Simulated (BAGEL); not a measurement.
# HF/aug-cc-pVTZ (density fitting with cc-pvqz-jkfit) run of Cl2 (chlorine)

What is the electronic atomisation energy of Cl2 (chlorine) at HF/aug-cc-pVTZ (density fitting with cc-pvqz-jkfit)? 

Program for the calculation: BAGEL 1.2.2.

8 further runs of the same task are left out: 8 set aside as unsound or not needed.

## (1) The structure to begin with

The species is Cl2 (2 atoms), meant as a singlet with charge 0. SMILES: `ClCl`. Geometry: relaxed at PBE0-D4/def2-TZVP.

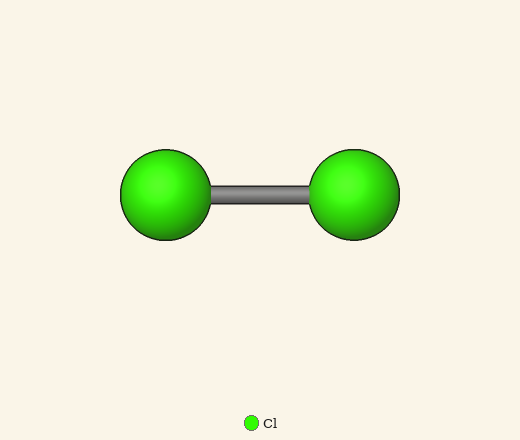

Viewed from a chosen angle; chlorine green.

## (2) The energy at HF/aug-cc-pVTZ (density fitting with cc-pvqz-jkfit)

input.json reads:

```json
{ "bagel" : [

{
  "title" : "molecule",
  "basis" : "aug-cc-pvtz.json",
  "df_basis" : "cc-pvqz-jkfit",
  "angstrom" : true,
  "geometry" : [
    { "atom" : "Cl", "xyz" : [       0.845690,      -0.281600,       0.433600 ] },
    { "atom" : "Cl", "xyz" : [      -0.845690,       0.281600,      -0.433600 ] }
  ]
},

{
  "title" : "hf"
},

{
  "title" : "print",
  "file" : "orbitals.molden",
  "orbitals" : true
}

]}
```

The basis set aug-cc-pVTZ is read from a file made from the Basis Set Exchange's data (not shown).

Run with:

```console
$ BAGEL_NUM_THREADS=1 BAGEL input.json > input.out
```

Standard output:

```text
* using 1 threads per process

  ===============================================================
  ===============================================================

  *** Geometry ***

  { "atom" : "Cl", "xyz" : [      1.598122,     -0.532147,      0.819385 ] },
  { "atom" : "Cl", "xyz" : [     -1.598122,      0.532147,     -0.819385 ] },

  Number of auxiliary basis functions:      296

  Since a DF basis is specified, we compute 2- and 3-index integrals:
    o Being stored without compression. Storage requirement is 0.024 GB

  Number of basis functions:      100
  Number of electrons      :       34

    * METHOD: MOLECULE                             0.10

  *** RHF ***

  === Nuclear Repulsion ===
    77.1441325765

      * DIIS with orbital gradients will be used.

  === RHF iteration (aug-cc-pvtz.json) ===
      0       -918.98501899          0.00548648           0.03
      1       -918.99854360          0.00167604           0.04
      2       -918.99983387          0.00064837           0.04
      3       -919.00004014          0.00009669           0.03
      4       -919.00004480          0.00001852           0.04
      5       -919.00004505          0.00000356           0.04
      6       -919.00004506          0.00000041           0.04
      7       -919.00004506          0.00000009           0.04
      8       -919.00004506          0.00000001           0.04
      9       -919.00004506          0.00000000           0.04
    * SCF iteration converged.

    * Permanent dipole moment:
           (   -0.000000,     0.000000,    -0.000000) a.u.

    * METHOD: HF                                   0.47

    * METHOD: PRINT                                0.02

  ===============================================================
```

It took 0.87 s on 1 thread of Arm Neoverse V2, shared host.

## (3) The Cl atom at the same level

job.json reads:

```json
{ "bagel" : [

{
  "title" : "molecule",
  "basis" : "aug-cc-pvtz.json",
  "df_basis" : "cc-pvqz-jkfit",
  "angstrom" : true,
  "geometry" : [
    { "atom" : "Cl", "xyz" : [       0.000000,       0.000000,       0.000000 ] }
  ]
},

{
  "title" : "uhf",
  "nopen" : 1
},

{
  "title" : "print",
  "file" : "orbitals.molden",
  "orbitals" : true
}

]}
```

The basis set aug-cc-pVTZ is read from a file made from the Basis Set Exchange's data (not shown).

Run the same way, it converges to -459.48597 Eh (log not shown).

## (4) Results

Level: HF/aug-cc-pVTZ (density fitting with cc-pvqz-jkfit).

| quantity | value |
| --- | --- |
| molecule: total energy | -919.00005 Eh |
| molecule: dipole moment | 0.00 D |
| molecule: HOMO energy | -12.07 eV |
| molecule: LUMO energy | 0.71 eV |
| molecule: HOMO–LUMO gap | 12.78 eV |
| Cl atom: total energy | -459.48597 Eh |
| Cl atom: dipole moment | 0.00 D |
| Cl atom: ⟨S²⟩ | 0.760 |
| electronic atomisation energy | 0.765 eV |

In words: Taking the molecule apart into free atoms costs 0.76 eV (73.8 kJ/mol), before zero-point energy and without spin-orbit coupling. Hartree–Fock lacks the correlation of the bonding pairs, which as a rule makes this value much too low; in minimal bases other errors can mask that.
